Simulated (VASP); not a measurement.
Band structure of InSb (zinc blende). These are r2SCAN meta-GGA, VASP's PBE PAW potentials (set 64) (plane waves; VASP) values and carry that method's errors.

Unless said otherwise, spin-orbit coupling is left out, though it shifts the bands of the heavy elements here.

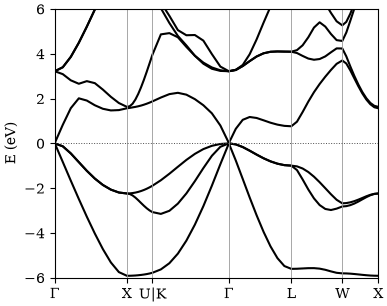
Fig. 1. Bands along high-symmetry lines, zero at the valence-band maximum or, without a gap, the Fermi level

**Question.** Read the plot: is there a gap, and where are the band edges?

**Answer.** The gap is direct, 0.02 eV, from the valence maximum at Γ to the conduction minimum at Γ.

The compound is InSb in the zinc blende structure. It was relaxed first.
